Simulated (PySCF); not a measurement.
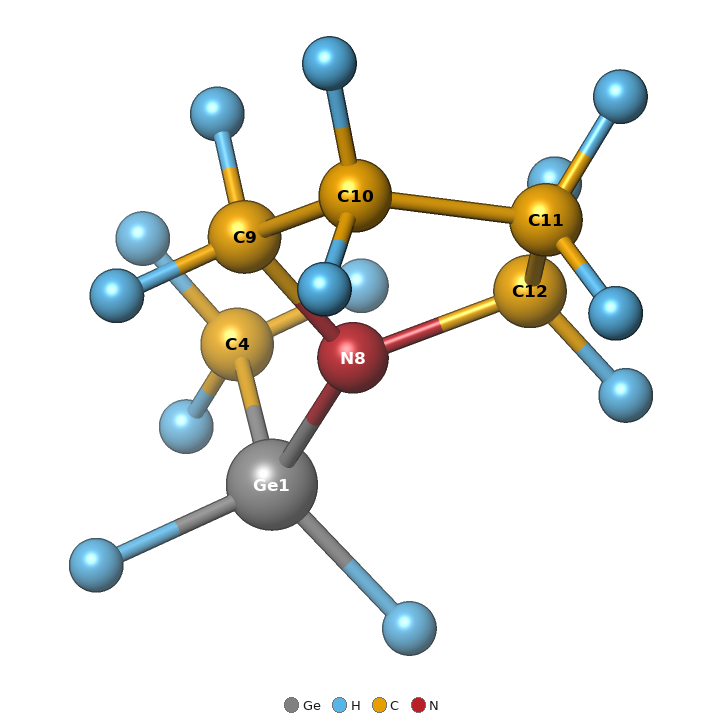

Depth is shown by fading: the farther an atom, the more it takes the colour of the background. The computed structure is the end point of a PBE0-D3(BJ)/def2-SVP optimisation. No frequency run is at hand to confirm it as a minimum.

What is the conformation of the ring N8–C9–C10–C11–C12?

It is between envelope and twist. The Cremer–Pople amplitude Q is 0.38 Å.

Give the torsion angles round the ring, beginning with the bond from its second to its third atom.

28°, −6°, −19°, 38°, −42°.
